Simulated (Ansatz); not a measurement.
# Calibrating MP2/def2-TZVPP on molecular compounds of Si

The vertical ionisation energy (cation less neutral) in eV of 7 molecular compounds of Si: x at MP2/def2-TZVPP, y at CCSD(T)/def2-TZVPP. Shapes, held fixed at every level: PBE0-D4/def2-TZVP. Flexible molecules stand in one conformer, not always the lowest. Programs: Ansatz 0.2.0.

| molecule | x (eV) | y (eV) |
| --- | --- | --- |
| Si(NH2)(SH) | 8.78 | 8.85 |
| C4H10O2Si (SMILES CC(C)(C)O[Si]O) | 8.88 | 9.00 |
| Si3NH6Br (SMILES [SiH3]N([SiH3])[Si]Br) | 9.08 | ? |
| CH3ClSSi (SMILES CS[Si]Cl) | 9.17 | 9.20 |
| Si(NH2)F | 9.51 | 9.69 |
| Si(OH)Br | 9.77 | 9.81 |
| CH3FOSi (SMILES CO[Si]F) | 9.88 | 10.08 |

Q: Fit y = c + s·x to the known rows and predict y for Si3NH6Br.

A: 
1. Means of the 6 rows: x = 9.3317, y = 9.438.
2. Σ(Δx)² = 1.0591, Σ(Δx·Δy) = 1.1207, so the slope is 1.1207/1.0591 = 1.0582.
3. Intercept: 9.438 − (1.0582) × 9.3317 = -0.437. The largest residual of the fit is 0.092.
4. Si3NH6Br: -0.437 + 1.0582 × 9.08 = 9.17 eV.

CCSD(T)/def2-TZVPP gives 9.12 eV, so the prediction is off by +0.05 eV, within the largest residual. Uncorrected, MP2/def2-TZVPP misses Si3NH6Br by -0.04 eV, and the other rows by 0.11 on average. The line makes this one worse. Left out in turn, the other rows are missed by 0.08 eV on average, hardly better than no correction. Cations run unrestricted. Relativity is left out for Br. Outer-core shells of Br are correlated, in sets that cover them unevenly.

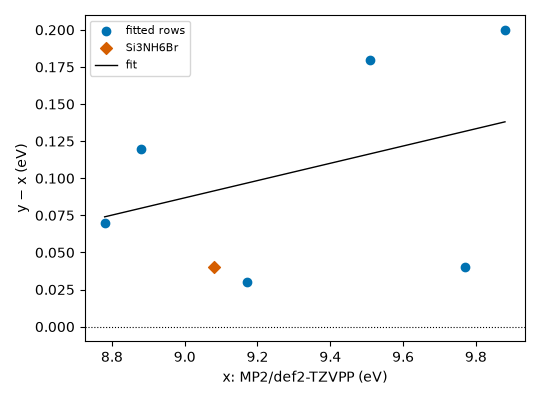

The correction y − x against x, with the fitted line and the withheld molecule.
